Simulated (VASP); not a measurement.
Band structure of HfS₂ (1T layered). Calculation: LDA (Ceperley-Alder, Perdew-Zunger) with spin-orbit coupling, VASP's LDA PAW potentials (set 64) (plane waves; VASP).

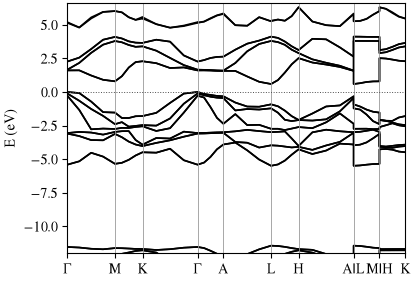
Fig. 1. Bands along high-symmetry lines, zero at the valence-band maximum or, without a gap, the Fermi level

Q: Read the plot: is there a gap, and where are the band edges?

A: The gap is indirect, 0.59 eV, from the valence maximum at Γ to the conduction minimum at L.

Measured: gap 1.80 eV (computed value off by -1.21 eV), as given by Miłosz Rybak et al., Nanomaterials (2022), arXiv:2210.12074.

The compound is HfS2 in the 1T layered structure. It was relaxed first, which changed the volume by -7 %.
